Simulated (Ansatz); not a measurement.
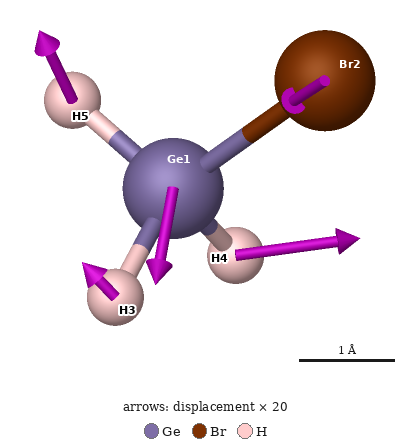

A relaxation of GeH3Br (coarse preliminary run). The starting structure is drawn; purple arrows show the displacements, 20 times their true length. The two geometries are superimposed by the best rigid fit.

A ball-and-stick model, seen from a free direction.

The start comes from a force field.

All numbers below come from RKS PBE-D4/def2-SVP in Ansatz.

The input:
```yaml
crystal:
  periodic: [false, false, false]
  atoms:
    - {symbol: Ge, position_ang: [0.154000, -0.041400, -0.097900]}
    - {symbol: Br, position_ang: [-1.591400, -0.145400, 1.480200]}
    - {symbol: H, position_ang: [0.125900, 1.446800, -0.690800]}
    - {symbol: H, position_ang: [-0.105600, -0.983700, -1.264700]}
    - {symbol: H, position_ang: [1.467100, -0.350000, 0.531700]}
basis:
  gaussian: {orbitals: def2-SVP}
hamiltonian: {xc: pbe, dispersion: d4}
relax: {f_tol: 0.03, max_steps: 200}
```

Launched with:
```bash
ansatz run in.yaml --threads 4 --pin off --events-out ev --progress --plain --max-ram 10444MiB
```

**What did the optimiser do to the structure, and how much energy did it gain?**

The atom that moves furthest after the best rigid fit is H4 (0.066 Å). By element the largest moves are H 0.066 Å, Ge 0.055 Å, Br 0.054 Å. Among the contacts that change: Ge1–H5 1.489 → 1.547 Å, Ge1–H3 1.602 → 1.547 Å, Ge1–Br2 2.355 → 2.329 Å, Ge1–H4 1.522 → 1.548 Å. Among the angles between lasting bonds that change: H3–Ge1–H4 106.8° → 111.4°, Br2–Ge1–H4 111.1° → 107.5°. Over 3 geometry steps the energy falls by 0.086 eV. Largest force component: 1.4 eV/Å at the start, 0.015 eV/Å at the end.
